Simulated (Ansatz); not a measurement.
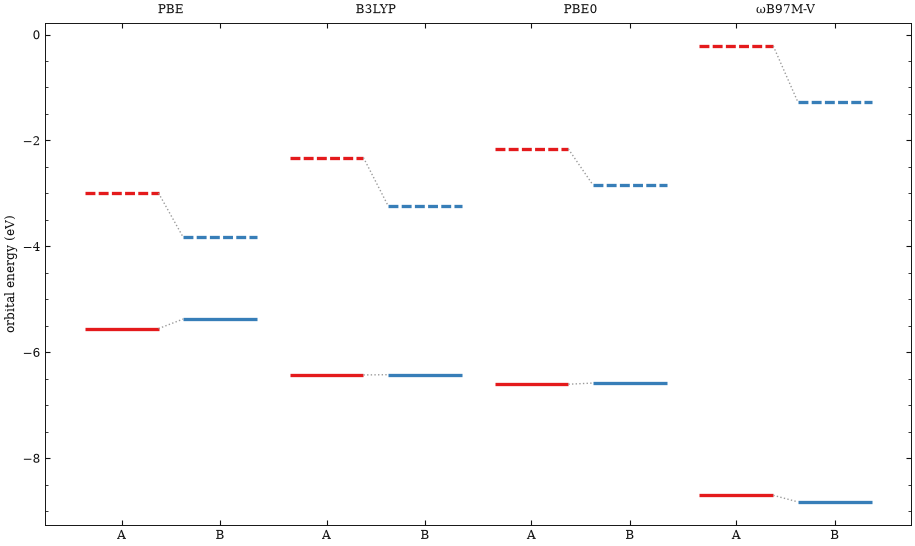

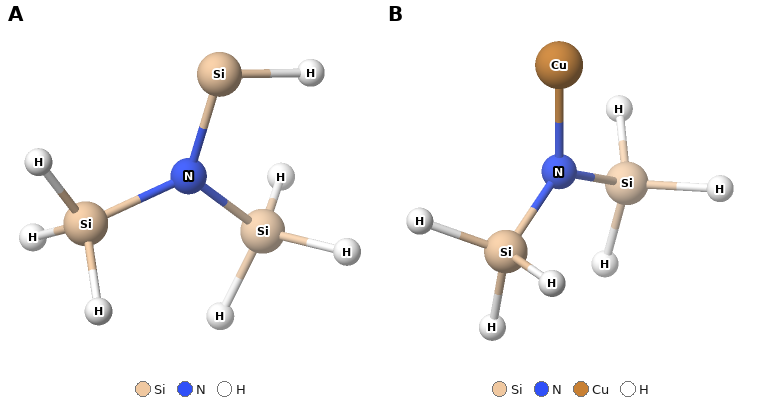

One change: A, Si₃NH₇ (SMILES [SiH]N([SiH3])[SiH3]), becomes B, CuSi₂NH₆ (SMILES [SiH3][N]([SiH3])[Cu]). SiH₃ on N is replaced by Cu. HOMO (solid) and LUMO (dashed) computed in def2-TZVPP at PBE0-D4/def2-TZVP geometries, both minima by their frequencies, gas phase, the Ansatz code 0.2.0.

What does the change do to HOMO and LUMO?

Answer. PBE: the HOMO rises by 0.18 eV, the LUMO falls by 0.83 eV, and the separation goes from 2.56 to 1.55 eV. B3LYP: the HOMO hardly moves, the LUMO falls by 0.91 eV, and the separation goes from 4.11 to 3.19 eV. PBE0: the HOMO rises by 0.02 eV, the LUMO falls by 0.68 eV, and the separation goes from 4.44 to 3.74 eV. ωB97M-V: the HOMO falls by 0.12 eV, the LUMO falls by 1.06 eV, and the separation goes from 8.49 to 7.55 eV.

Do the functionals agree on the effect?

Answer. Not on every direction; the HOMO shift lies between −0.12 and 0.18 eV and the LUMO shift between −1.06 and −0.68 eV, while the separations themselves differ by up to 6.0 eV between functionals.
